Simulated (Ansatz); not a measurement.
MgO (rock salt)

```yaml
crystal:
  lattice:
    - [0.00000, 4.25375, 4.25375]
    - [2.12687, 0.00000, 2.12687]
    - [2.12687, 2.12687, 0.00000]
  atoms:
    - { symbol: O, position: [0.00000, 0.00000, 0.00000] }
    - { symbol: O, position: [0.50000, 0.00000, 0.00000] }
    - { symbol: Mg, position: [0.25000, 0.50000, 0.50000] }
    - { symbol: Mg, position: [0.75000, 0.50000, 0.50000] }
```

A phonon eigenvector at L = (0.5, 0.0, 0.0) is frozen into this cell: atom i moves by Q times the vector below, so Q is the largest atomic displacement, in Å. The cell is held. (q is in reciprocal vectors of the primitive cell; the cell shown is doubled to hold the pattern.)

```
atom       x       y       z
----  ------  ------  ------
Mg3   -0.577   0.577   0.577
Mg4    0.577  -0.577  -0.577
```

Atoms not listed stay in place.

These are PBE (plane waves to 420 eV, PAW, scalar-relativistic; Ansatz, an electronic-structure program) values and carry that method's errors. k mesh 13×13×13 (Γ-centred), Fermi-Dirac smearing 0.05 eV. E stands for the smeared free energy. MgO was relaxed with its symmetry unable to fall. ΔE is measured from the undisplaced structure.

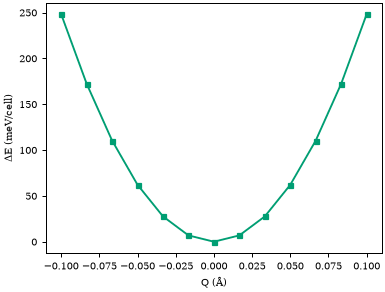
Figure. ΔE (meV/cell) against Q (Å); computed points joined by lines.

Question: What is the energy change at Q = 0.100 Å?

Answer: About 250 meV/cell.

Question: What harmonic wavenumber does the curvature at Q = 0 give?

Answer: About 530 cm⁻¹.

(A displaced cell: forces are minus the slopes of the energy, force constants its curvatures, and phonons follow from these.)
